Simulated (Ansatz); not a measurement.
## Electronic structure of CH5Cl2NOSi in real space

```yaml
atoms:
  - { symbol: Si, position_ang: [0.7158, 0.8078, 0.1914] }
  - { symbol: O, position_ang: [2.3354, 0.4997, 0.4153] }
  - { symbol: N, position_ang: [-0.0088, -0.6847, -0.2125] }
  - { symbol: C, position_ang: [-1.4274, -1.0389, -0.1512] }
  - { symbol: H, position_ang: [0.5746, -1.3263, -0.7569] }
  - { symbol: Cl, position_ang: [-0.2266, 1.5582, 1.8932] }
  - { symbol: Cl, position_ang: [0.5603, 2.3306, -1.2522] }
  - { symbol: H, position_ang: [2.9275, 1.2521, 0.2294] }
  - { symbol: H, position_ang: [-1.9435, -0.3704, 0.5640] }
  - { symbol: H, position_ang: [-1.9438, -0.9488, -1.1340] }
  - { symbol: H, position_ang: [-1.5633, -2.0794, 0.2136] }
```

These are results of Ansatz 0.2.0, UKS BLYP-D4/def2-SVP, not measurements.

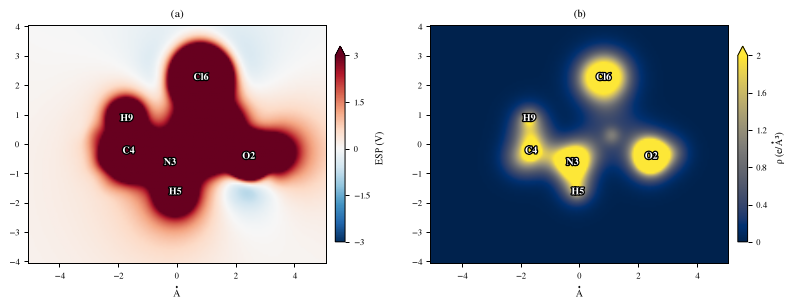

Figure 1. (a) molecular electrostatic potential; (b) total electron density on the plane of atoms N3, C4 and H9.

> Describe what can be read from this map.

The section cuts through O, N, C, H and Cl sites.
C–N (1.46 Å): ρ is about 1.8 e/Å³ halfway.
N–H (1.02 Å): the density is about 2.7 e/Å³ at the midpoint.
C–H (1.11 Å): ρ is about 1.9 e/Å³ halfway.
Outside the dense part of the molecule the potential is most negative (−0.8 V) near O2.

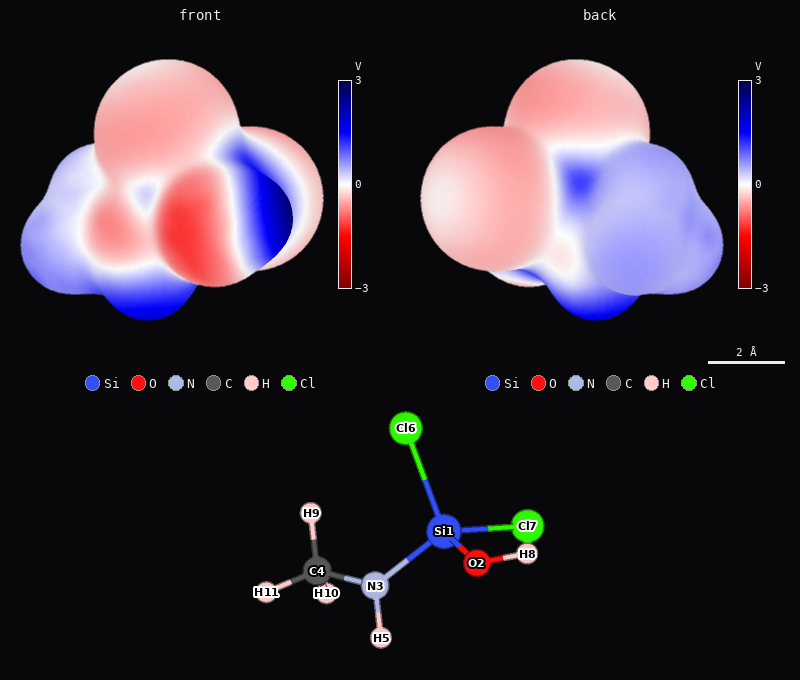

Figure 2. The molecular electrostatic potential painted on the density surface at 0.002 e/bohr³, seen from the front and from behind; red is negative and blue positive. The bare structure is drawn below in the same view.

> Where is the surface potential most negative and most positive?

The most negative region (about −1.2 V) lies over O2, the most positive (about +2.5 V) over H8. O2 is the likeliest acceptor of a hydrogen bond.

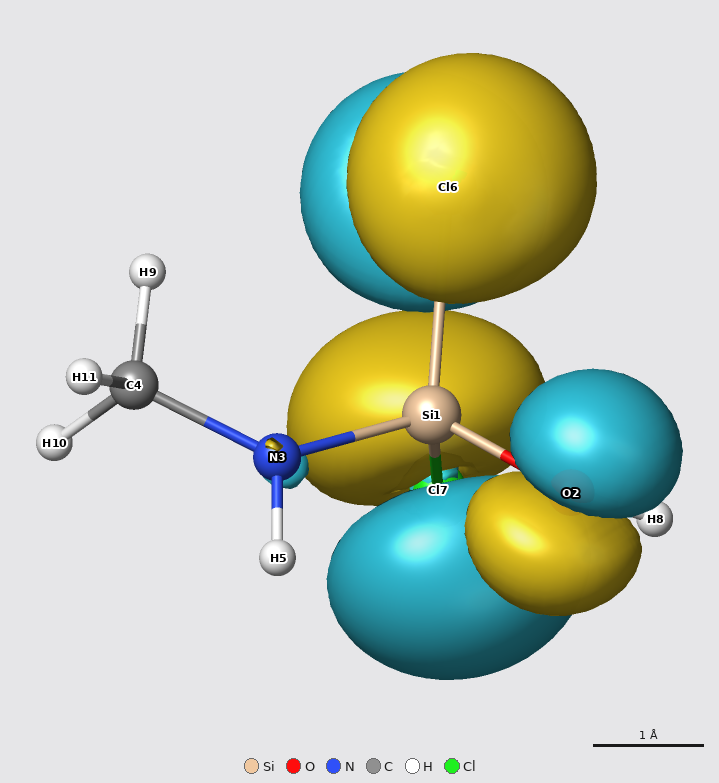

Figure 3. The HOMO−1 at ±0.08 Å⁻³ᐟ² (yellow and cyan are the two phases), seen at a tilt.

> What is the character of this orbital?

By Hirshfeld shares it lies mainly on Cl7 (about 45 %), Cl6 (about 35 %) and O2 (about 10 %); largely a combination of lone pairs on Cl7, Cl6 and O2. Its energy is −6.95 eV.

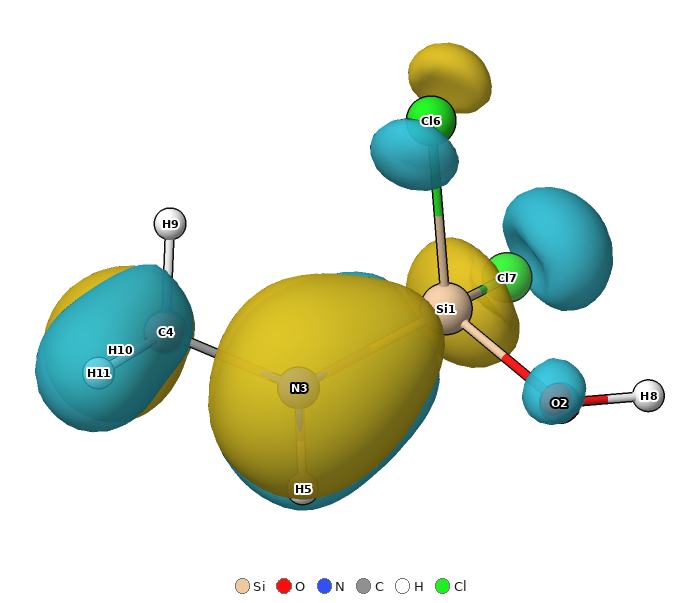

Figure 4. The HOMO at ±0.1 Å⁻³ᐟ² (yellow and cyan are the two phases), seen across its widest extent.

> Where does this orbital lie, and at what energy?

Its weight (Hirshfeld) is mainly on N3 (about 60 %), C4 (about 10 %) and Cl7 (about 5 %). Its energy is −5.62 eV.
